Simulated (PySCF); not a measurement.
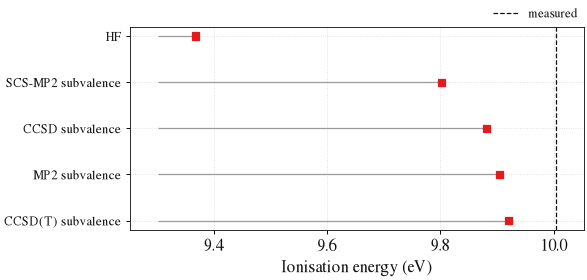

The ionisation energy of Ba⁺ ([Xe] 6s → [Xe]) across levels of theory. PySCF, aug-cc-pwCVTZ-X2C, spin-free X2C-1e, unrestricted single determinants, no spin-orbit coupling. Methods marked “subvalence” freeze 46 core electrons.

Q: Summarise the spread and list the values.

A: The values run from 9.368 eV (HF) to 9.921 eV (CCSD(T) subvalence). The measured value is 10.004 eV; nearest to it come CCSD(T) subvalence (−0.083) and MP2 subvalence (−0.099), furthest HF (−0.636 eV).

```
            Method  Ionisation energy (eV)
                HF                   9.368
    MP2 subvalence                   9.905
SCS-MP2 subvalence                   9.802
   CCSD subvalence                   9.881
CCSD(T) subvalence                   9.921
```
